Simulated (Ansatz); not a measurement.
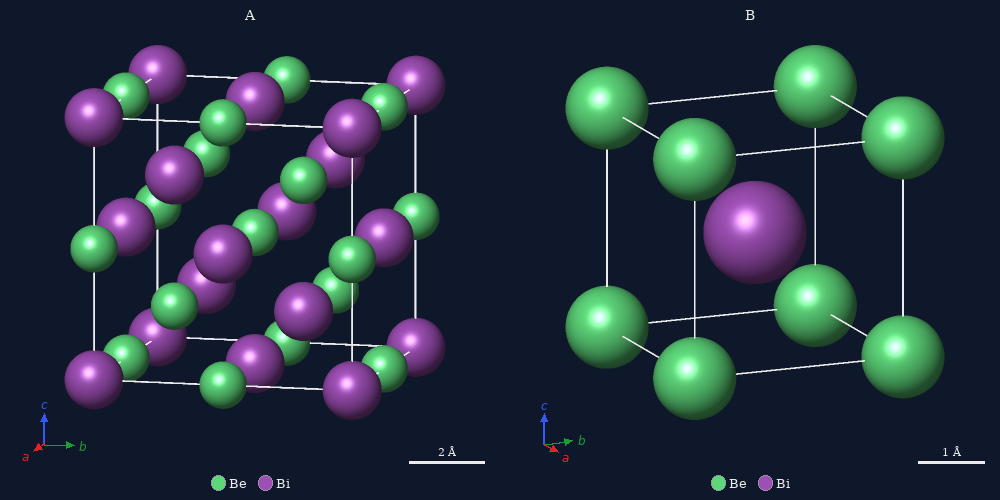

Two structures of BeBi, each relaxed to rest (conventional cells in solid outline, small ones repeated, not to one scale). Method: Ansatz, DFT PBE, scalar-relativistic, plane waves, PAW, without spin polarisation.

**Which two forms are compared?**

A: 16 atoms a cell on a face-centred cubic lattice, Fd-3m. B: caesium chloride (CsCl, B2) type, Pm-3m.

**Which structure is more stable?**

B is lower, by 224 meV/atom at this level of theory (energies at zero smearing). Volumes: A 22.8, B 20.8 Å³/atom.

One or both may be structure types tried for this composition rather than known phases.
